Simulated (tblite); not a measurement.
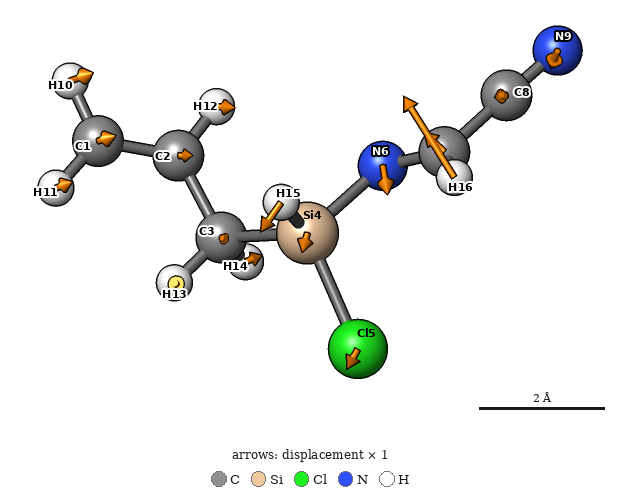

A relaxation of C5H7ClN2Si. The starting structure is drawn; orange arrows show the displacements, at their true length. The two geometries are superimposed by the best rigid fit.

A ball-and-stick model, seen at a tilt.

Computed with tblite 0.8.0, GFN2-xTB geometry optimisation, gas phase. 

> Atoms of which element are displaced furthest, and by how much?

Hydrogen: up to 1.58 Å, against 0.58 Å for nitrogen.

> What did the optimiser do to the structure, and how much energy did it gain?

The energy falls by 37.6 kJ/mol in 139 geometry steps. The atom that moves furthest after the best rigid fit is an H atom (1.58 Å). Largest moves by element: H 1.58 Å, N 0.58 Å, C 0.49 Å, Cl 0.40 Å, Si 0.37 Å. Some distances before and after: C–Si 1.850 → 1.910 Å, Cl–Si 2.051 → 2.013 Å, C–N 1.290 → 1.255 Å, H–Si 1.493 → 1.462 Å. Bond angles that change, for instance: Si–N–C 115.4° → 136.3°, N–Si–H 107.7° → 117.6°, Cl–Si–N 109.8° → 103.4°. Groups turn about N–Si by about 65°. The run took 3.3 s on 1 thread of Intel(R) Xeon(R) Processor @ 2.70GHz, with other jobs on the host.
